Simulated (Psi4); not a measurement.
Approach curve of the dimer HCl ··· C2H6 (SMILES Cl and CC). Monomers: optimised at B3LYP-D3(BJ) (def2-TZVP), held rigid. Orientation: a random orientation, not optimised. Only R, the distance of the centres of mass, is varied, so the lowest point isn't the relaxed dimer.

Geometry at R = 3.82 Å (first 2 atoms: monomer A):
```
10

Cl     0.6410     0.0000     0.0000
H     -0.6410     0.0000     0.0000
C      1.5949     3.4418     0.3198
C      1.2823     3.7193     1.7877
H      0.6918     3.1818    -0.2360
H      2.2973     2.6127     0.2134
H      2.0394     4.3142    -0.1632
H      0.8375     2.8469     2.2706
H      2.1854     3.9788     2.3437
H      0.5801     4.5485     1.8941
```

Computed with Psi4 1.11 with SAPT0/jun-cc-pVDZ, frozen core.

Components in kJ/mol:

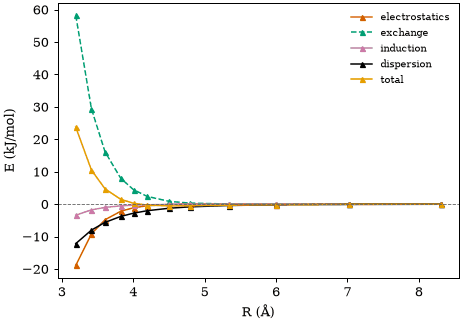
*Components of the interaction energy.*

| R / Å | electrostatics | exchange | induction | dispersion | total |
|---|---|---|---|---|---|
| 3.19 | -18.91 | 58.26 | -3.40 | -12.17 | 23.77 |
| 3.41 | -9.15 | 29.41 | -1.75 | -7.99 | 10.51 |
| 3.60 | -4.80 | 16.15 | -0.99 | -5.62 | 4.74 |
| 3.82 | -2.19 | 7.99 | -0.52 | -3.78 | 1.49 |
| 4.00 | -1.10 | 4.46 | -0.31 | -2.77 | 0.28 |
| 4.19 | -0.49 | 2.40 | -0.18 | -2.02 | -0.29 |
| 4.50 | -0.08 | 0.86 | -0.08 | -1.25 | -0.54 |
| 4.79 | 0.03 | 0.33 | -0.04 | -0.82 | -0.50 |
| 5.33 | 0.05 | 0.05 | -0.02 | -0.41 | -0.32 |
| 5.99 | 0.03 | 0.01 | -0.01 | -0.19 | -0.16 |
| 7.02 | 0.01 | 0.00 | 0.00 | -0.07 | -0.06 |
| 8.30 | 0.00 | 0.00 | 0.00 | -0.02 | -0.02 |
